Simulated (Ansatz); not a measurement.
# AlFHOSi (doublet): what the fields show

```xyz
5

Al   -1.5614    1.0107    0.6913
F    -2.0388    2.4605    0.0477
O     0.1669    0.6387    0.6344
Si    0.3382   -0.3460   -0.6797
H    -2.5323    0.2060    1.6257
```

Geometry: B3LYP/6-31G*.

All numbers below come from Ansatz, isolated molecule in a Gaussian basis; Kohn-Sham density functional theory, functional PBE0.

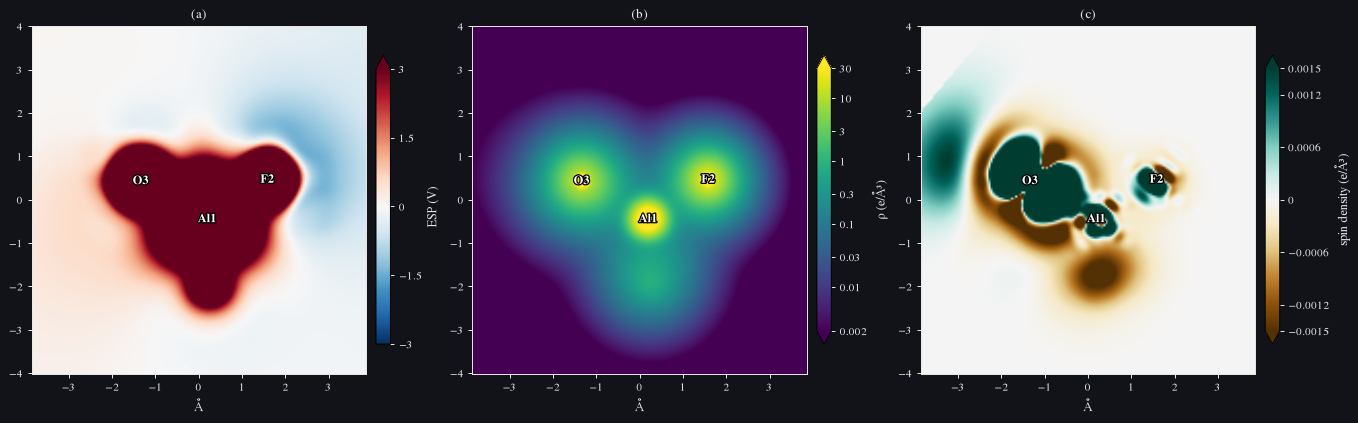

Figure 1. (a) electrostatic potential; (b) total electron density; (c) spin density on the plane of atoms F2, Al1 and O3.

**Describe what can be read from this map.**

The section cuts through Al, F and O sites.
Al–F (1.66 Å): ρ at the midpoint is about 0.89 e/Å³.
Al–O (1.77 Å): the density is about 0.77 e/Å³ at the midpoint.
The unpaired spin (1 electron) lies mostly on Si4 (about 0.7), Al1 (about 0.2) and O3 (about 0.1), in electrons by Hirshfeld's partition.
Outside the dense part of the molecule the potential is most negative (−1.5 V) near F2.

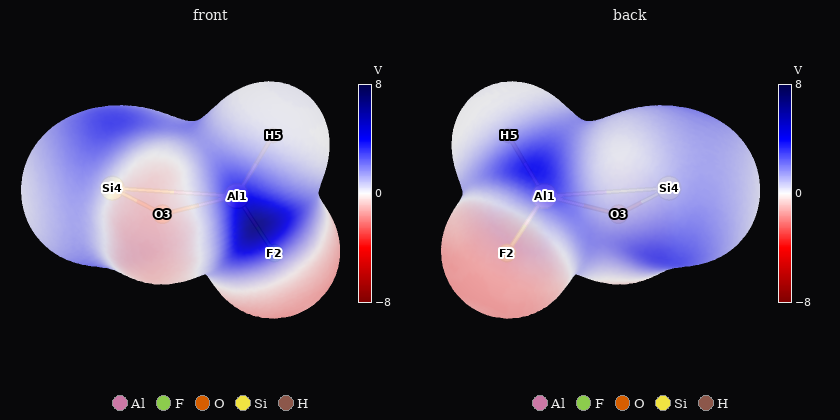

Figure 2. The electrostatic potential painted on the density surface at 0.004 e/bohr³, seen from the front and from behind; red is negative and blue positive.

**Which sites attract a positive test charge, and which a negative one?**

A positive charge is drawn to the negative regions and a negative charge to the positive ones. The most negative region (about −1.4 V, or −32 kcal/mol for a unit charge) lies over F2, the most positive (about +6.0 V, or +138 kcal/mol for a unit charge) over Al1.

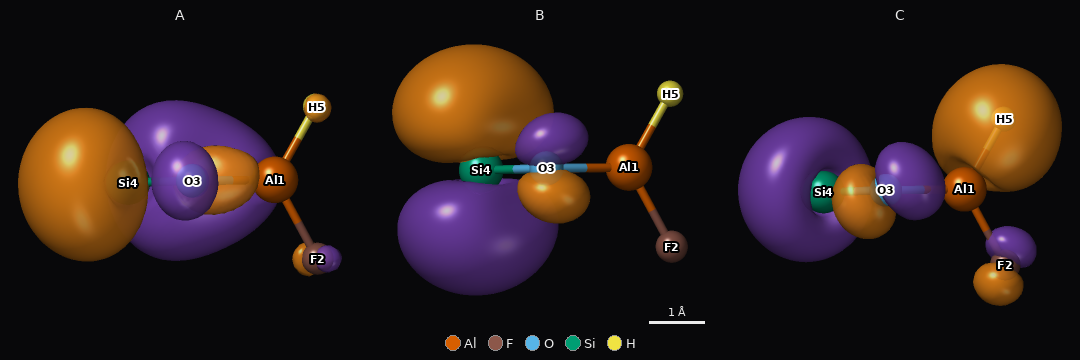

Figure 3. Three frontier orbitals at ±0.1 Å⁻³ᐟ² (orange and purple are the two phases), in no order.

**Which picture is the HOMO−1, the HOMO and the LUMO? All are α orbitals.**

C is the HOMO−1 (α) (−9.45 eV). Its weight (Hirshfeld) is mainly on Si4 (about 35 %), H5 (about 25 %), Al1 (about 20 %) and O3 (about 15 %). A is the HOMO (α) (−5.50 eV). It lies mainly on Si4 (about 70 %), Al1 (about 15 %) and O3 (about 15 %). B is the LUMO (α) (−2.74 eV). It lies mainly on Si4 (about 85 %) and O3 (about 10 %).

**What is the gap between the highest occupied and lowest empty α orbitals?**

2.76 eV between the orbital energies.
